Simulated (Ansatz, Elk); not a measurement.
**How far do independent atoms describe Nb2BN?**

The structure of Nb2BN used here is made up (a known structure type with other elements) and was relaxed beforehand with r2SCAN. The aim is the Fourier transform of its all-electron density, F(hkl), set beside the sum over free spherical atoms that refinements use.

Main program and level: Elk 11.2.3 (patched build); DFT, PBE, all-electron APW+lo, Dirac cores, scalar-relativistic bands, static density, no spin.

The structure was built from a prototype and need not be the compound's stable phase.

## Step 1: The structure

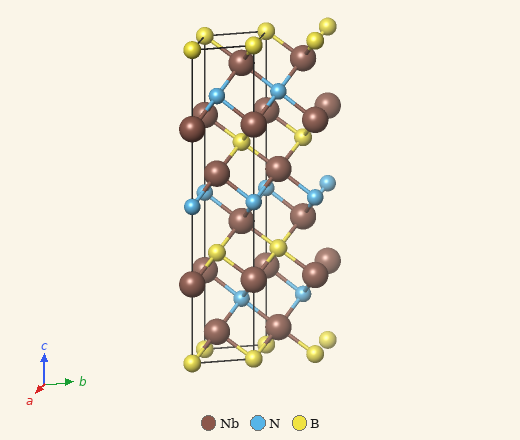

Start, viewed slightly off an axis; niobium brown, nitrogen blue, boron yellow. 1×2×1 cells are drawn. This picture shows the conventional cell, with its axes. Bonds to atoms that aren't drawn are left out. Some periodic images of atoms are drawn too.

Coordinates:

```cif
data_structure
_symmetry_space_group_name_H-M 'R-3m:H'
_symmetry_Int_Tables_number 166
_cell_length_a 3.1824
_cell_length_b 3.1824
_cell_length_c 15.7481
_cell_angle_alpha 90.000
_cell_angle_beta 90.000
_cell_angle_gamma 120.000
_cell_volume 138.12
loop_
_atom_site_label
_atom_site_type_symbol
_atom_site_symmetry_multiplicity
_atom_site_Wyckoff_symbol
_atom_site_fract_x
_atom_site_fract_y
_atom_site_fract_z
_atom_site_occupancy
Nb1 Nb 6 c 0.33333 0.66667 0.91901 1
N1 N 3 b 0.66667 0.33333 0.83333 1
B1 B 3 a 0.00000 0.00000 0.00000 1
```

## Step 2: Ground state and structure factors

An all-electron density is needed, since X-rays see the cores too. Task 0 finds the density and task 195 Fourier-transforms it; tshift is off so that phases refer to the origin typed.

elk.in

```
tasks
  0
  195

xctype
  20

spinpol
  .false.

rgkmax
  7.0

gmaxvr
  14.0

lmaxo
  7

lmaxapw
  8

swidth
  0.002

tshift
  .false.

ramdisk
  .false.

hmaxvr
  5.5

maxscl
  120

epspot
  1e-06

sppath
  './'

avec
  3.00691726538 1.73604449260 9.91984389861
  -3.00691726538 1.73604449260 9.91984389861
  0.00000000000 -3.47208898520 9.91984389861

atoms
  3
  'Nb.in'
  2
  0.2523477368 0.2523477368 0.2523477368   0.000000 0.000000 0.000000
  0.7476522632 0.7476522632 0.7476522632   0.000000 0.000000 0.000000
  'N.in'
  1
  0.5000000000 0.5000000000 0.5000000000   0.000000 0.000000 0.000000
  'B.in'
  1
  0.0000000000 0.0000000000 0.0000000000   0.000000 0.000000 0.000000

ngridk
  8 8 8
```

The run is started by

```
$ OMP_NUM_THREADS=4 elk
```

Numbers of over 12 decimals in the logs are rounded to 6 here.

What it wrote:

```text
┌─────────────────────────┐
│ Elk code version 11.2.3 │
└─────────────────────────┘

All units are atomic (Hartree, Bohr, etc.)

┌─────────────────────────────────────────────────┐
│ Ground-state run starting from atomic densities │
└─────────────────────────────────────────────────┘

Lattice vectors :
   3.006917265       1.736044493       9.919843899
  -3.006917265       1.736044493       9.919843899
   0.000000000      -3.472088985       9.919843899

Reciprocal lattice vectors :
   1.044788525      0.6032089360      0.2111318609
  -1.044788525      0.6032089360      0.2111318609
 -0.3473159192E-16  -1.206417872      0.2111318609

Unit cell volume      :    310.6979720
Brillouin zone volume :   0.7983644432

Muffin-tin inner radius fraction :   0.1000000000E-01

Nuclei treated as point charges

Species : 1 (Nb)
 parameters loaded from : Nb.in
 name : niobium
 nuclear charge    :   -41.00000000
 electronic charge :    41.00000000
 atomic mass :    169357.9704
 muffin-tin radius :    2.462084599
 number of radial points in muffin-tin :   1193
 inner part over the whole radius :   0.9956711337E-02
 number on inner part of muffin-tin    :    847
 approximate nuclear radius :   0.8268951942E-04
 number of mesh points to nuclear radius :    420
 atomic positions (lattice), magnetic fields (Cartesian) :
  1 :   0.25234774  0.25234774  0.25234774    0.00000000  0.00000000  0.00000000
  2 :  -0.25234774 -0.25234774 -0.25234774    0.00000000  0.00000000  0.00000000

Species : 2 (N)
 parameters loaded from : N.in
 name : nitrogen
 nuclear charge    :   -7.000000000
 electronic charge :    7.000000000
 atomic mass :    25532.65216
 muffin-tin radius :    1.795702236
 number of radial points in muffin-tin :    593
 inner part over the whole radius :   0.9926753437E-02
 number on inner part of muffin-tin    :    407
 approximate nuclear radius :   0.4939692610E-04
 number of mesh points to nuclear radius :    170
 atomic positions (lattice), magnetic fields (Cartesian) :
  1 :   0.50000000  0.50000000  0.50000000    0.00000000  0.00000000  0.00000000

Species : 3 (B)
 parameters loaded from : B.in
 name : boron
 nuclear charge    :   -5.000000000
 electronic charge :    5.000000000
 atomic mass :    19707.24742
 muffin-tin radius :    1.708599639
 number of radial points in muffin-tin :    593
 inner part over the whole radius :   0.9879110672E-02
 number on inner part of muffin-tin    :    404
 approximate nuclear radius :   0.4534157419E-04
 number of mesh points to nuclear radius :    162
 atomic positions (lattice), magnetic fields (Cartesian) :
  1 :   0.00000000  0.00000000  0.00000000    0.00000000  0.00000000  0.00000000

Total number of atoms per unit cell :    4
Total muffin-tin volume :    170.1817042
 ratio of muffin-tin to unit cell volume :   0.5477399903

Spin treatment :
 spin-unpolarised

Number of Bravais lattice symmetries :   12
Number of crystal symmetries         :   12
Crystal has inversion symmetry
Real symmetric eigensolver will be used

k-point grid :      8     8     8
k-point offset :    0.000000000       0.000000000       0.000000000
k-point set is reduced with full crystal symmetry group
Total number of k-points :       65

Muffin-tin radius times maximum |G+k| :    7.000000000
 using average radius
Maximum |G+k| for APW functions       :    3.322073453
Maximum (1/2)|G+k|²                   :    5.518086014
Maximum |G| for potential and density :    14.00000000
Constant for pseudocharge density :    9
 order of it for each species :   16  16  16
 order of it for pair densities of each species (exact exchange by exxq0 0: 17) :   13   5   5
Radial integration step length :    1

G-vector grid sizes :     48    48    48
Number of G-vectors :    14445

Maximum angular momentum used for
 APW functions            :    8
 outer part of muffin-tin :    7
 inner part of muffin-tin :    2

Total nuclear charge    :   -94.00000000
Total core charge       :    60.00000000
Total valence charge    :    34.00000000
[...]
correlation                 :     -4.667054
 electron entropic           :    -0.47902037791667E-03
 total energy                :     -7721.5396259029

Density of states at Fermi energy :    37.68199986
 (states/Hartree/unit cell)

Estimated indirect band gap :   0.9043632281E-03
 from k-point 29 to k-point 29
Estimated direct band gap   :   0.9043632281E-03
 at k-point 29

Charges :
 core                        :    60.00000000
 valence                     :    34.00000000
 interstitial                :    5.692982099
 muffin-tins (core leakage)
  species : 1 (Nb)
   atom 1                    :    38.13004137     (  0.2557752794E-05)
   atom 2                    :    38.13004137     (  0.2557752794E-05)
  species : 2 (N)
[...]
species : 3 (B)
[...]
total in muffin-tins        :    88.30701790
 total calculated charge     :    93.99646872
 total charge                :    94.00000000
 error                       :   0.3531281985E-02

RMS change in Kohn-Sham potential (target) :    2.074850202     (  0.1000000000E-05)
Absolute change in total energy (target)   :   0.1874381475     (  0.1000000000E-03)

[... loops 3 to 17 left out ...]

┌──────────────────┐
│ Loop number : 18 │
└──────────────────┘

Energies :
 Fermi                       :     0.462939
 sum of occupied eigenvalues :     -4564.7539687993
 electron kinetic            :      7987.8013405772
 core electron kinetic       :      7810.7955378975
 Coulomb                     :     -15459.285719811
 Coulomb potential           :     -12227.982515213
 nuclear-nuclear             :     -985.75791723536
 electron-nuclear            :     -16743.802329028
 Hartree                     :      2270.2745264528
 Madelung                    :     -9345.2944622043
 xc potential                :     -324.57279416315
 exchange                    :     -244.48214362852
 correlation                 :     -4.699712
 electron entropic           :    -0.43934117594434E-03
 total energy                :     -7720.6666746830

Density of states at Fermi energy :    32.25415491
 (states/Hartree/unit cell)

Estimated indirect band gap :   0.1084130020E-02
 from k-point 47 to k-point 36
Estimated direct band gap   :   0.9001522749E-02
 at k-point 2

Charges :
 core                        :    60.00000000
 valence                     :    34.00000000
 interstitial                :    5.646360266
 muffin-tins (core leakage)
  species : 1 (Nb)
[...]
species : 2 (N)
[...]
species : 3 (B)
[...]
total in muffin-tins        :    88.35363973
 total calculated charge     :    93.99718465
 total charge                :    94.00000000
 error                       :   0.2815350452E-02

RMS change in Kohn-Sham potential (target) :   0.4381856682E-06 (  0.1000000000E-05)
Absolute change in total energy (target)   :   0.9563466847E-05 (  0.1000000000E-03)

Convergence targets achieved

┌──────────────────┐
│ Loop number : 19 │
└──────────────────┘

Energies :
 Fermi                       :     0.462939
 sum of occupied eigenvalues :     -4564.7539706241
 electron kinetic            :      7987.8013357706
 core electron kinetic       :      7810.7955328769
 Coulomb                     :     -15459.285718062
 Coulomb potential           :     -12227.982511998
 nuclear-nuclear             :     -985.75791723536
 electron-nuclear            :     -16743.802328819
 Hartree                     :      2270.2745279922
 Madelung                    :     -9345.2944620632
 xc potential                :     -324.57279439668
 exchange                    :     -244.48214354870
 correlation                 :     -4.699712
 electron entropic           :    -0.43934126772086E-03
 total energy                :     -7720.6666776644

Density of states at Fermi energy :    32.25416422
 (states/Hartree/unit cell)

Estimated indirect band gap :   0.1084117543E-02
 from k-point 47 to k-point 36
Estimated direct band gap   :   0.9001531015E-02
 at k-point 2

Charges :
 core                        :    60.00000000
 valence                     :    34.00000000
 interstitial                :    5.646360292
 muffin-tins (core leakage)
  species : 1 (Nb)
[...]
atom 2                    :    38.94062400     (  0.2332937065E-05)
  species : 2 (N)
   atom 1                    :    6.530142488     ( -0.7035338045E-07)
  species : 3 (B)
   atom 1                    :    3.942249215     (  0.1342159585E-03)
 total in muffin-tins        :    88.35363971
 total calculated charge     :    93.99718465
 total charge                :    94.00000000
 error                       :   0.2815350305E-02

┌──────────────────────────────┐
│ Self-consistent loop stopped │
└──────────────────────────────┘

Warning : core states of species 3 leak from the muffin-tin :   0.1342159585E-03

Wrote STATE.OUT
```

Elapsed: 27 s, on 4 threads of Intel Xeon Platinum 8488C (Sapphire Rapids), shared host; peak memory 0.18 GiB.

SFACRHO.OUT:

```text

h k l indices transformed by vhmat matrix:
   1.000000000       0.000000000       0.000000000    
   0.000000000       1.000000000       0.000000000    
   0.000000000       0.000000000       1.000000000    

      h      k      l  multipl.   |H|            Re(F)            Im(F)           |F|

      0      0      0      1   0.0000000       94.000000      0.12108538E-16   94.000000    
      1      1      1      2  0.63339558       1.4611789      0.92768439E-14   1.4611789    
      0      0     -1      6   1.2247533      -2.8586965     -0.23312574E-14   2.8586965    
     -2     -2     -2      2   1.2667912      -56.786822      0.16409094E-13   56.786822    
      0     -1     -1      6   1.2781826      -56.869551      0.43915811E-14   56.869551    
      2      1      1      6   1.4726407       69.069163     -0.88489236E-14   69.069163    
     -1     -2     -2      6   1.6030785      -6.0783437     -0.90612177E-14   6.0783437    
      3      3      3      2   1.9001867      -8.7382703      0.25459975E-13   8.7382703    
     -2     -2     -3      6   1.9077999       4.3008721     -0.14344699E-13   4.3008721    
     -3     -3     -2      6   2.0756566       59.165052      0.14012450E-13   59.165052    
      0      1     -1      6   2.0895770       59.326522      0.88819939E-17   59.326522    
      0     -1     -2     12   2.1834656       1.2371748     -0.62689127E-14   1.2371748    
     -1      1      1      6   2.4220555      -1.5822233      0.14802332E-14   1.5822233    
      4      3      3      6   2.4316888      -45.800931     -0.13119528E-13   45.800931    
      1      2      3     12   2.4435818      -46.048231     -0.11645301E-13   46.048231    
      0      2      0      6   2.4495067      -46.143777     -0.33997445E-14   46.143777    
      4      4      4      2   2.5335823       53.007247     -0.21886808E-13   53.007247    
     -2     -2      0      6   2.5563652       53.445161      0.57751249E-14   53.445161
```

Elk indexes on the primitive cell of elk.in and gives |H| = 4π sin θ/λ in inverse bohr. Below, one row stands for each form hkl of the conventional cell (m members, Friedel mates merged), F is for one primitive cell and the density is static (no thermal factor). Free-atom factors are Waasmaier and Kirfel's, and R is Σm||F|−|F'||/Σm|F|.

```csv
hkl,m,sin θ/λ (Å⁻¹),"abs F, DFT",neutral atoms,diff.
003,2,0.095,1.461,1.232,+0.230
101,6,0.184,2.859,2.917,-0.059
006,2,0.191,56.787,57.779,-0.992
012,6,0.192,56.870,57.882,-1.012
104,6,0.222,69.069,69.114,-0.044
015,6,0.241,6.078,6.084,-0.005
009,2,0.286,8.738,8.827,-0.089
107,6,0.287,4.301,4.506,-0.205
018,6,0.312,59.165,59.079,+0.086
110,6,0.314,59.327,59.259,+0.067
113,12,0.328,1.237,1.279,-0.041
021,6,0.364,1.582,1.625,-0.043
1 0 10,6,0.366,45.801,45.457,+0.344
116,12,0.367,46.048,45.700,+0.348
202,6,0.368,46.144,45.822,+0.322
0 0 12,2,0.381,53.007,52.806,+0.201
024,6,0.384,53.445,53.233,+0.212
0 1 11,6,0.394,7.089,7.095,-0.005
```

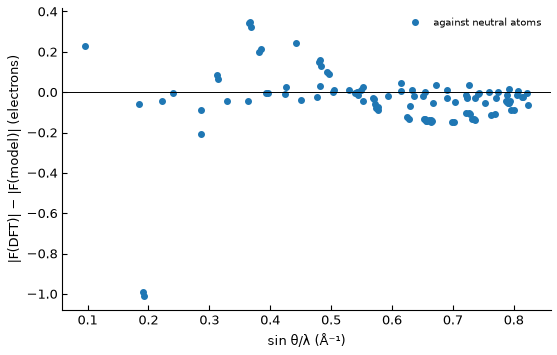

Difference between the calculated structure factors and the independent-atom ones.

## Step 3: The highest occupied states alone

An energy window below the Fermi level keeps the highest occupied states, to see at which angles they scatter; shallow core shells can lie inside it and anion s states outside. No new self-consistency is needed.

elk.in, as its differences from that of step 2:

```diff
@@ -1,3 +1,2 @@
 tasks
-  0
   195
@@ -40,2 +39,5 @@
 
+wsfac
+  0.095450 0.762940
+
 sppath
```

The run is started by

```
$ OMP_NUM_THREADS=4 elk
```

What it wrote:

```text
┌─────────────────────────────────┐
│ Elk code version 11.2.3 started │
└─────────────────────────────────┘

Info(readinput): the functional depends on the density's gradient
 muffin-tin radial points multiplied by    2.00000
 (not where nrmtscf is given)

┌────────────────────┐
│ Current task : 195 │
└────────────────────┘
Info(checkmt): changed muffin-tin radius of species 1 (Nb) from   2.6000 to   2.4621
Info(checkmt): changed muffin-tin radius of species 2 (N) from   1.8000 to   1.7957
Info(checkmt): changed muffin-tin radius of species 3 (B) from   1.8000 to   1.7086

Info(sfacrho): density structure factors written to SFACRHO.OUT

 Energy window :   0.9545000000E-01  0.7629400000

┌──────────────────┐
│ Elk code stopped │
└──────────────────┘
```

It took 3.4 s on 4 threads; peak memory 0.16 GiB; 5.3 s of CPU time.

States within 10 eV below the Fermi level hold 16.00 electrons; any levels below the window count with the cores. Their amplitudes can exceed the total, where window and core parts have opposite phase:

```csv
hkl,sin θ/λ (Å⁻¹),"abs F, window","abs F, all"
003,0.095,0.004,1.461
101,0.184,0.828,2.859
006,0.191,1.510,56.787
012,0.192,1.536,56.870
104,0.222,3.364,69.069
015,0.241,0.904,6.078
009,0.286,0.708,8.738
107,0.287,0.909,4.301
018,0.312,1.235,59.165
110,0.314,1.184,59.327
```

(Continued in part 2 of 2.)

[Logs are printed without paths, hosts, clocks, repeated set-up lines and the standing remarks that a program may print on its own settings, such as how far it seeks lower states.]

[Hosts, paths, dates, database ids (printed as entryN), source tags and the programs' standing remarks are cut or masked in the printed files.]
